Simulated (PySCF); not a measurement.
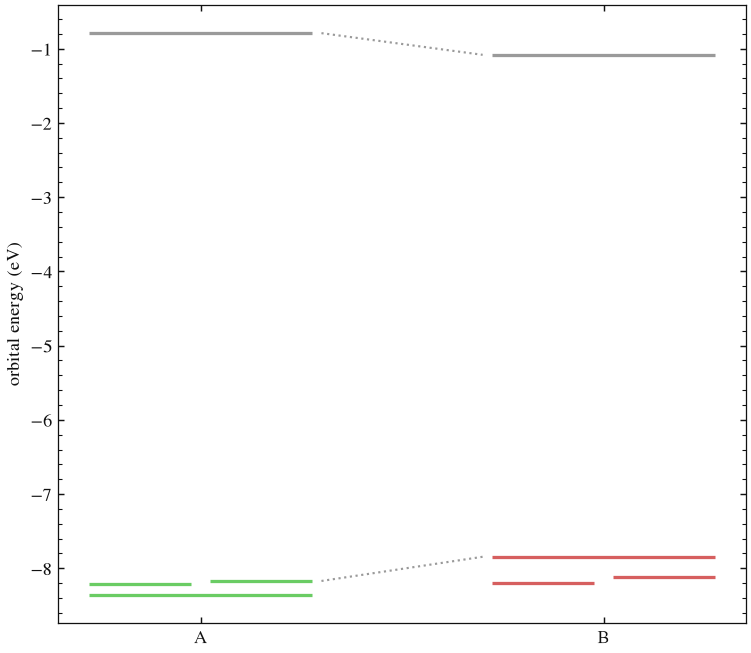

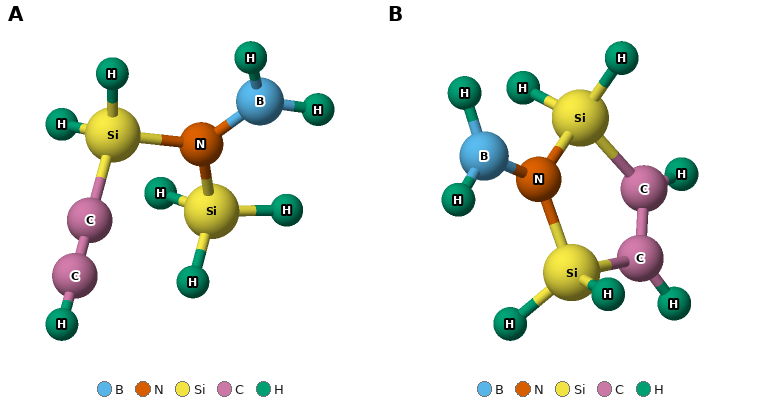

Related molecules: A is C₂H₈BNSi₂, SMILES BN([SiH3])[SiH2]C#C; B is C₂H₈BNSi₂, SMILES BN1[SiH2]C=C[SiH2]1. Frontier orbital energies, B3LYP/def2-SVPD, PySCF, at a GFN2-xTB geometry (no frequency check); drawn are at most three filled levels and, in grey, the LUMO with any level within 0.03 eV of it; dotted lines join the HOMOs and the LUMOs.

Q: What does the change do to the frontier levels?

A: From A to B the HOMO rises by 0.33 eV and the LUMO falls by 0.29 eV, so the separation goes from 7.38 to 6.76 eV.

Caveats, for all or some of the runs: one conformer of a flexible molecule; the tight-binding geometry is rougher than a DFT one and adds to the error.
